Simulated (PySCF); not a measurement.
Species, as SMILES: C[SiH3] (CH3-SiH3).
Geometry (B3LYP-D3(BJ)/def2-TZVP, fixed):
```
Si
H 1 1.4834
H 1 1.4834 2 108.30
H 1 1.4834 2 108.30 3 -117.24
C 1 1.8761 2 110.62 4 -121.38
H 5 1.0915 1 110.87 2 60.00
H 5 1.0915 6 108.04 1 -121.68
H 5 1.0915 6 108.04 7 -116.65
```

Basis-set convergence of the lowest singlet excitation energy at CAM-B3LYP with PySCF. Tamm-Dancoff approximation; the state is taken by its order, and sets in which it differs in degeneracy or brightness are left out, yet its character can still change. All functions are spherical. Density fitting with generated auxiliary sets. No added dispersion term, no relativity. Reference: the value in aug-pcseg-2, 8.141 eV, itself unsure by roughly 0.001 eV (its distance from aug-cc-pV(T+d)Z). Deviations are taken from unrounded values. Cost is core time over that of 6-311+G**, rough, on shared machines of one kind.

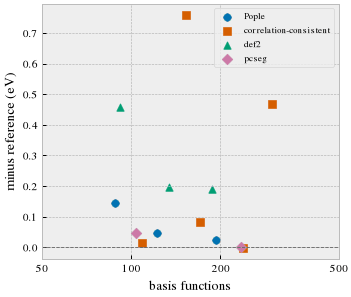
*Deviation from the reference against the number of basis functions, by family of sets.*

```tsv
basis	functions	lowest singlet excitation energy (eV)	minus reference (eV)	cost
6-311+G**	88	8.287	0.146	1×
def2-SVPD	92	8.598	0.458	1×
aug-pcseg-1	104	8.187	0.046	2×
aug-cc-pV(D+d)Z	109	8.155	0.015	2×
6-311++G(2d,2p)	122	8.186	0.046	2×
def2-TZVPD	134	8.338	0.197	2×
cc-pV(T+d)Z	153	8.899	0.758	2×
jun-cc-pV(T+d)Z	171	8.222	0.081	5×
def2-TZVPPD	187	8.332	0.191	4×
6-311++G(3df,3pd)	194	8.165	0.024	6×
aug-pcseg-2	234	8.141	0.000	10×
aug-cc-pV(T+d)Z	239	8.140	-0.001	10×
cc-pV(Q+d)Z	299	8.609	0.468	10×
```
